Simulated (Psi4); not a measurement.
# A workflow on BH2ClO (SMILES OBCl), part 2 of 2

Psi4 1.11. Earlier steps stand in the parts before.

## (3) Vibrational wavenumbers at HF-3c/MINIX (density fitting) (run 2)

The input, input.dat:

```
memory 1600 mb

molecule {
  0 1
  O     -1.68332079    -1.18023601    -0.01488159
  B      0.67994047    -0.33611425     0.28160699
  Cl     1.53250175     2.86322421    -0.75012112
  H     -2.99983440    -0.14765186    -0.77053961
  H      2.27279818    -1.62823527     1.21182278
  units bohr
  symmetry c1
}

set {
  t 600.0
  rotational_symmetry_number 1
}

freq("hf-3c")
```

Command:

```
$ psi4 -i input.dat -o output.dat -n 1
```

output.dat, cut to the lines that bear on the results:

```text
[...]
  Running in c1 symmetry.
[...]
  Nuclear repulsion =   82.929115706630299
[...]
  Multiplicity = 1
[...]
  Nalpha       = 16
  Nbeta        = 16
[...]
    Number of basis functions: 26
[...]
   @DF-RHF iter   1:  -557.40058677280717   -1.17993e+00   1.02201e-02 ADIIS/DIIS
[...]
  -Total Gradient:
     Atom            X                  Y                   Z
    ------   -----------------  -----------------  -----------------
       1        0.000034390454     0.000026573430    -0.000027183608
       2        0.000003636361    -0.000021010665     0.000089980266
       3       -0.000022675886     0.000016175392    -0.000032313897
       4       -0.000008921591     0.000002148804    -0.000005400110
       5       -0.000006429338    -0.000023886957    -0.000025082650
[...]
   @DF-RHF iter  11:  -557.45227882508243   -1.13687e-13   4.06737e-09 DIIS
[...]
    Orbital Energies [Eh]
    ---------------------
    Doubly Occupied:
       1A   -104.044862     2A    -20.403215     3A    -10.477416
       4A     -7.910702     5A     -7.907485     6A     -7.907140
       7A     -7.688950     8A     -1.395951     9A     -1.083849
      10A     -0.788228    11A     -0.635693    12A     -0.617453
      13A     -0.568077    14A     -0.479552    15A     -0.454002
      16A     -0.445323
[...]
  @DF-RHF Final Energy:  -557.45227882508243
   => Energetics <=
    Nuclear Repulsion Energy =             82.9291157066302986
    One-Electron Energy =                -935.0939395156494811
    Two-Electron Energy =                 294.7390703125588516
    Total Energy =                       -557.4522788250824306
[...]
  ==> Harmonic Vibrational Analysis <==
[...]
  Freq [cm^-1]                 393.9345            727.9519            752.6006
[...]
  IR activ [km/mol]            19.6808             241.0874            49.2457
[...]
  Freq [cm^-1]                 962.3385           1062.6464           1229.8090
[...]
  IR activ [km/mol]             3.3351             211.9360            230.0472
[...]
  Freq [cm^-1]                1483.4793           3113.5679           4248.6552
[...]
  IR activ [km/mol]            169.3013             6.7743             232.4120
[...]
  Total E_0, Enthalpy at 0 [K]                                                         -557.42044147 [Eh]
[...]
  Total H, Enthalpy at  600.00 [K]                                                     -557.40891029 [Eh]
[...]
  Total G, Gibbs energy at  600.00 [K]                                                 -557.47896140 [Eh]
[...]
```

The script printed:

```text
Warning: used thermodynamics relations inappropriate for low-frequency modes: ['393.9345']
```

Wall time 8.1 s (1 thread of Intel Xeon Platinum 8375C at 2.90GHz (Ice Lake), shared host); peak memory 0.24 GiB.

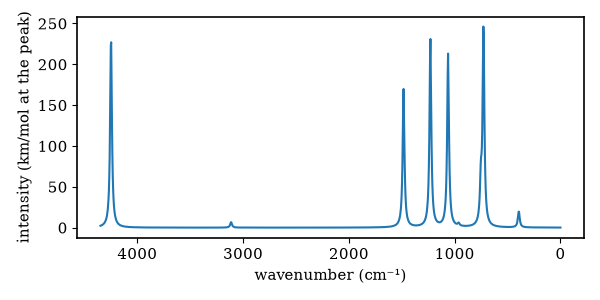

Harmonic infrared spectrum, unscaled, lines broadened by 10 cm⁻¹.

## (4) A single-point energy at CCSD(T)/cc-pVDZ (run 3)

The input, job.in:

```
memory 1600 MB

molecule {
  0 1
  O     -0.890775    -0.624554    -0.007875
  B      0.359809    -0.177864     0.149020
  Cl     0.810965     1.515153    -0.396947
  H     -1.587444    -0.078134    -0.407752
  H      1.202713    -0.861625     0.641269
}

set globals {
  basis       cc-pVDZ
  scf_type    pk
  freeze_core true
}

e = energy("ccsd(t)")
```

Command:

```
$ psi4 -i job.in -o job.out -n 1
```

job.out, cut to the lines that bear on the results:

```text
[...]
  Running in c1 symmetry.
[...]
  Nuclear repulsion =   82.929115784439389
[...]
  Multiplicity = 1
[...]
  Nalpha       = 16
  Nbeta        = 16
[...]
    Number of basis functions: 56
[...]
   @RHF iter   1:  -560.25215666460508   -7.08336e-01   6.83007e-03 ADIIS/DIIS
[...]
   @RHF iter  11:  -560.31588763909417   -3.86535e-12   8.03782e-09 DIIS
[...]
    Orbital Energies [Eh]
    ---------------------
    Doubly Occupied:
       1A   -104.821172     2A    -20.606111     3A    -10.548512
       4A     -8.015506     5A     -8.013432     6A     -8.013160
       7A     -7.701699     8A     -1.399624     9A     -1.090675
      10A     -0.802818    11A     -0.643602    12A     -0.619210
      13A     -0.572622    14A     -0.496119    15A     -0.462315
      16A     -0.452015
[...]
  @RHF Final Energy:  -560.31588763909417
   => Energetics <=
    Nuclear Repulsion Energy =             82.9291157844393894
    One-Electron Energy =                -937.9728176870949028
    Two-Electron Energy =                 294.7278142635614131
    Total Energy =                       -560.3158876390940577
[...]
 Multipole Moments:
 ------------------------------------------------------------------------------------
     Multipole            Electronic (a.u.)      Nuclear  (a.u.)        Total (a.u.)
 ------------------------------------------------------------------------------------
 L = 1.  Multiply by 2.5417464519 to convert [e a0] to [Debye]
 Dipole X            :          0.8959366           -1.4534165           -0.5574799
 Dipole Y            :          1.9250740           -2.1080722           -0.1829982
 Dipole Z            :         -0.5179652            0.4421620           -0.0758032
 Magnitude           :                                                    0.5916235
[...]
      * MP2 total energy                      = -560.722413082287630
[...]
      * CCSD total energy                     = -560.747885403710825
[...]
      * CCSD(T) total energy                  = -560.758102528656877
[...]
```

Wall time 10 s (1 thread of Intel Xeon Platinum 8375C at 2.90GHz (Ice Lake), shared host); peak memory 0.29 GiB.

## (5) Summary of results

What follows sums up all 2 parts.

| quantity | value |
| --- | --- |
| run 1, HF-3c/MINIX: total energy at the end | -557.45228 Eh |
| run 1, HF-3c/MINIX: dipole moment | 1.58 D |
| run 1, HF-3c/MINIX: HOMO energy | -12.12 eV |
| run 1, HF-3c/MINIX: LUMO energy | 4.51 eV |
| run 1, HF-3c/MINIX: HOMO–LUMO gap | 16.63 eV |
| run 2, HF-3c/MINIX: lowest harmonic wavenumber | 394 cm⁻¹ |
| run 2, HF-3c/MINIX: highest harmonic wavenumber | 4249 cm⁻¹ |
| run 2, HF-3c/MINIX: zero-point energy | 83.6 kJ/mol |
| run 2, HF-3c/MINIX: ideal-gas entropy at 600 K (symmetry number 1 as used) | 73.3 cal/(mol K) |
| run 3, CCSD(T)/cc-pVDZ: total energy | -560.75810 Eh |
| run 3, CCSD(T)/cc-pVDZ: HOMO energy (Hartree–Fock orbitals) | -12.30 eV |
| run 3, CCSD(T)/cc-pVDZ: LUMO energy (Hartree–Fock orbitals) | 3.52 eV |
| run 3, CCSD(T)/cc-pVDZ: HOMO–LUMO gap (Hartree–Fock orbitals) | 15.82 eV |
| run 3, CCSD(T)/cc-pVDZ: correlation energy (7 core orbitals frozen) | -442.2 mEh |
| run 3, CCSD(T)/cc-pVDZ: (T) correction | -10.22 mEh |
| run 3, CCSD(T)/cc-pVDZ: T1 diagnostic | 0.014 |

**Reading.** The optimisation (run 1, HF-3c/MINIX) took 6 steps and changed the energy by -0.097 eV. All 9 modes (run 2, HF-3c/MINIX) are real, so the shape is a minimum at this level. The triples (run 3, CCSD(T)/cc-pVDZ) make up 2.3 % of the correlation energy.
